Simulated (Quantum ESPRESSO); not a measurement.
# Dipole at the next field: 1T-IrSTe, 1 layer

How the rows were computed: Quantum ESPRESSO 7.5, PBE, GBRV ultrasoft; sawtooth field along the normal with dipole correction, ions clamped, threshold 1e-9 Ry; cell area 11.109 Å².

```tsv
field (V/Å)	dipole (e Å a cell)
0	−0.04716
0.1	−0.01478
0.2	0.01753
```

**Question.** What is the dipole at 0.3 V/Å, and what electrostatic thickness 4πα/A follows from the rows?

**Worked estimate.** The slope is (0.01753 − (−0.04716))/0.2 = 0.3234 e Å²/V, so 4πα/A = 180.95 × 0.3234/11.109 = 5.27 Å. Linear response gives p = −0.04716 + 0.3234 × (0.3) = 0.04987 e Å; a parabola through the three rows gives 0.04977.

**The withheld run.** p = 0.04995 e Å. The line misses by 0.1 % of the induced dipole and the parabola by 0.2 %. The response is linear over this range.

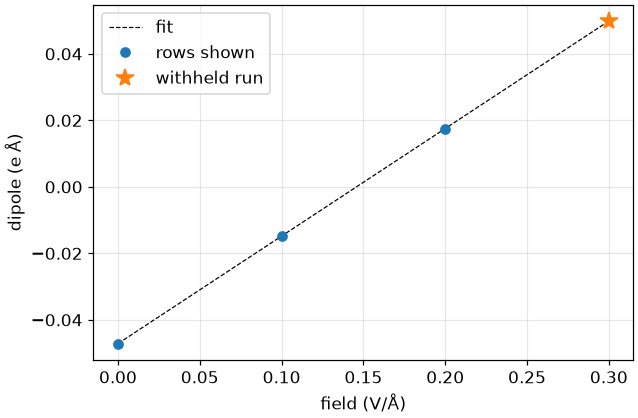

The rows shown, the fit and the withheld run.

Caveats: Electrons alone respond; local and semilocal functionals tend to overscreen.

[Logs are printed without paths, hosts, clocks, repeated set-up lines and the standing remarks that a program may print on its own settings, such as how far it seeks lower states.]
